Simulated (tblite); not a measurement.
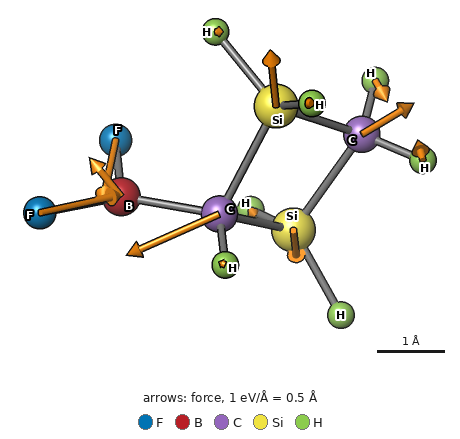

Starting geometry of C2H7BF2Si2 with the computed forces as orange arrows. Style: ball-and-stick. Shown from a free direction.

Level of theory: GFN2-xTB geometry optimisation, gas phase (tblite). 

Q: Is this structure relaxed? If not, where do the atoms go?

A: It isn't relaxed: the largest force vector, on F atoms, is 3.23 eV/Å. The final displacements follow the starting forces only in part (cosine between the two patterns 0.36). The energy falls by 21.1 kcal/mol in 69 geometry steps. The atom that moves furthest after the best rigid fit is an F atom (0.44 Å). By element the largest moves are F 0.44 Å, H 0.35 Å, C 0.16 Å, B 0.11 Å, Si 0.08 Å. Near-neighbour distances that change, for instance: B–F 1.461 → 1.332 Å, B–F 1.435 → 1.330 Å, C–Si 1.863 → 1.937 Å, C–Si 1.859 → 1.920 Å. Among the angles between lasting bonds that change: B–C–Si 107.2° → 115.6°, F–B–C 115.1° → 122.8°, H–C–H 113.3° → 106.3°.
